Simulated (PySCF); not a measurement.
C$_{2}$H$_{12}$Cl$_{2}$N$_{2}$O$_{2}$Si$_{3}$

| atom | x (Å) | y (Å) | z (Å) |
| --- | --- | --- | --- |
| C | 0.2300 | -2.6035 | -0.4062 |
| Si | -0.4358 | -0.9041 | 0.1084 |
| C | -2.0226 | -0.9855 | 1.1455 |
| N | 0.7446 | -0.0921 | 1.1267 |
| Si | 2.2651 | 0.5946 | 0.7528 |
| O | 2.0314 | 2.2155 | 0.6877 |
| Cl | 2.8916 | -0.0389 | -1.0393 |
| N | -0.6358 | 0.0428 | -1.3326 |
| Si | -1.0342 | 1.7214 | -1.4608 |
| O | -0.6604 | 2.5333 | -0.1219 |
| Cl | -3.0133 | 1.9832 | -1.6317 |
| H | 1.1511 | -2.5121 | -0.9718 |
| H | -0.4851 | -3.1420 | -1.0190 |
| H | 0.4395 | -3.2129 | 0.4660 |
| H | -1.8723 | -1.5060 | 2.0862 |
| H | -2.3880 | 0.0123 | 1.3673 |
| H | -2.8072 | -1.5043 | 0.6050 |
| H | 0.4121 | 0.1157 | 2.0532 |
| H | 3.2580 | 0.2771 | 1.7683 |
| H | 2.7139 | 2.8213 | 0.4079 |
| H | -0.6384 | -0.4696 | -2.1977 |
| H | -0.3643 | 2.2359 | -2.6495 |
| H | 0.2154 | 2.4448 | 0.2655 |

Geometry: GFN2-xTB.

Computed with PBE0/6-31G*, SCF density, gas phase, non-relativistic (PySCF 2.14.0).

Q: What will maps of the electron density and electron localisation function show?

A: Si–N (1.71 Å): ρ at the midpoint is about 1.1 e/Å³; the ELF peaks at about 0.90 between the atoms: a shared but strongly polarised pair.
C–Si (1.90 Å): the density is about 0.94 e/Å³ at the midpoint; the ELF peaks at about 0.95 between the atoms, as expected for localised, covalent bonding.
Si–Cl (2.00 Å): ρ is about 0.99 e/Å³ halfway; the ELF peaks at about 0.90 between the atoms, as expected for a polar covalent bond.
Si–N (1.76 Å): ρ is about 1 e/Å³ halfway; the ELF peaks at about 0.90 between the atoms: a shared but strongly polarised pair.

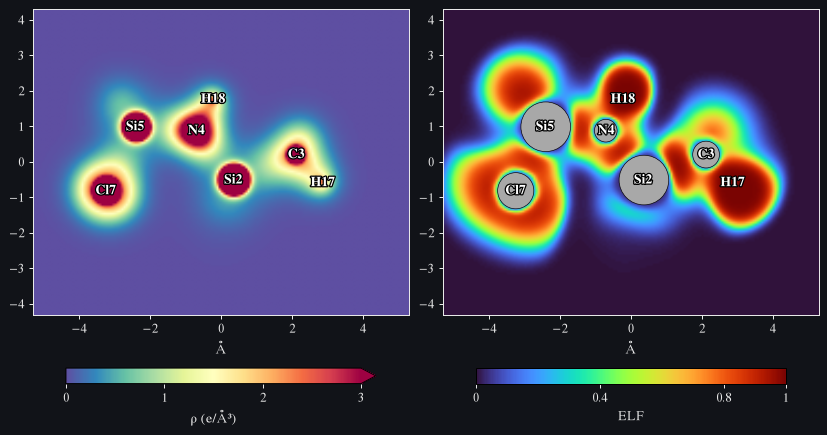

Computed electron density and electron localisation function on the plane of atoms Si2, N4 and H18, in this order. Grey discs cover the atomic cores in the ELF map. 
